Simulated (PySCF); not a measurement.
H6OSi2 (SMILES [SiH3]O[SiH3])

```xyz
9

Si   -0.7823   -1.2240    0.7708
O    -0.0152    0.0209    0.0157
Si    0.7893    1.2219   -0.7703
H     0.1443   -2.3871    0.9056
H    -1.2267   -0.7935    2.1294
H    -1.9763   -1.6403   -0.0230
H     1.0525    0.8191   -2.1838
H     2.0908    1.4915   -0.0901
H    -0.0321    2.4684   -0.7628
```

Geometry: PBE0-D3(BJ)/def2-SVP.

Level of theory: PBE0/pcSseg-2, SCF density, gas phase, non-relativistic in PySCF 2.14.0.

Predict the electron density and electron localisation function between the atoms.

Answer. Si–O (1.65 Å): the density is about 1.1 e/Å³ at the midpoint; the ELF peaks at about 0.85 between the atoms; a polar covalent bond.
Si–H (1.49 Å): ρ is about 0.83 e/Å³ halfway; the ELF climbs to about 1 towards the hydrogen, as it does in any bond to H.

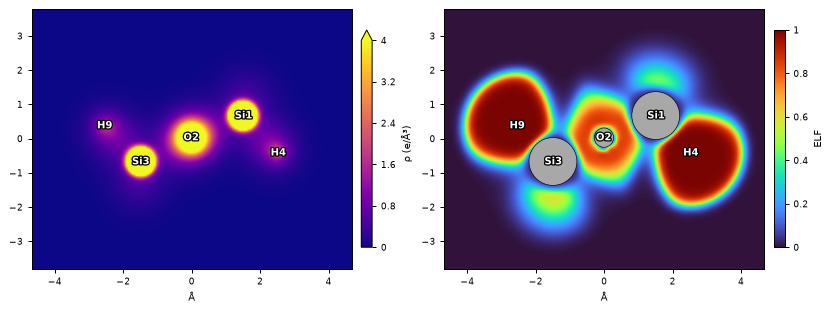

Computed electron density and electron localisation function on the plane of atoms O2, Si1 and H4, in this order. Grey discs cover the atomic cores in the ELF map. 
